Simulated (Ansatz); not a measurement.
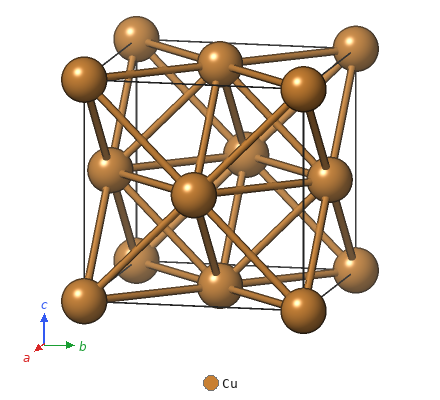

The structure; the drawing may span several cells.

Structure (in its standard cell), the input geometry of an electronic-structure calculation (not necessarily at equilibrium):

```cif
data_structure
_symmetry_space_group_name_H-M 'Fm-3m'
_symmetry_Int_Tables_number 225
_cell_length_a 3.6100
_cell_length_b 3.6100
_cell_length_c 3.6100
_cell_angle_alpha 90.000
_cell_angle_beta 90.000
_cell_angle_gamma 90.000
_cell_volume 47.05
loop_
_atom_site_label
_atom_site_type_symbol
_atom_site_symmetry_multiplicity
_atom_site_Wyckoff_symbol
_atom_site_fract_x
_atom_site_fract_y
_atom_site_fract_z
_atom_site_occupancy
Cu1 Cu 4 a 0.00000 0.00000 0.00000 1
```

Question: What does the kinematic electron diffraction pattern along [001] look like at 200 kV (B = 0.5 Å²)?

Answer: The spots form a square net with both shortest vectors at d = 1.80 Å, 90.0° apart. They are 2 0 0 and 0 2 0. The pattern has symmetry 4mm. The lattice centring (F) removes all reflections that break h + k = 2n, h + l = 2n.

Strongest reflections with d > 0.80 Å, one of each family (|F|² from tabulated Gaussian fits of the electron scattering factors, times a small damping for the curvature of the Ewald sphere):

```json
{"hkl": "2 0 0", "d (Å)": "1.805", "I (strongest = 100)": "100"}
{"hkl": "2 2 0", "d (Å)": "1.276", "I (strongest = 100)": "50"}
{"hkl": "4 0 0", "d (Å)": "0.902", "I (strongest = 100)": "19"}
{"hkl": "4 2 0", "d (Å)": "0.807", "I (strongest = 100)": "13"}
```

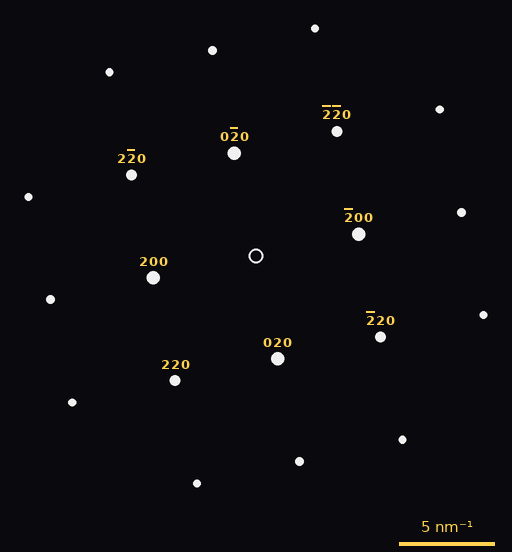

Calculated pattern, seen from the source side with [001] pointing towards the source.
